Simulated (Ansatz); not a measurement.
The parent structure is InP in the zinc blende structure (space group F-43m, No. 216; a = 5.907 Å). Axes: x, y, z lie along the cube axes.

Perturbation: uniaxial stress, 5 GPa compression along z, with the cell and atoms free to relax against it.

Computed with DFT with r2SCAN, PAW potentials and a 500 eV plane-wave cutoff in Ansatz (an electronic-structure program), scalar-relativistic without spin-orbit coupling.

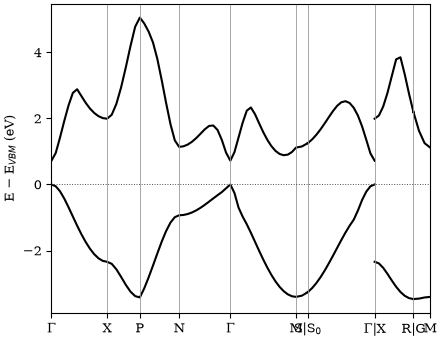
Figure: Highest valence and lowest conduction band along the path of the changed cell's own zone

### Question
Read the changed gap and its character from the plot.

### Answer
About 0.7 eV, direct at Γ.

Load acts through the strain it causes; cell and atoms are relaxed under it. Beyond what the load breaks, stability against distortions was not tested. k-point labels follow each cell's own Brillouin zone.
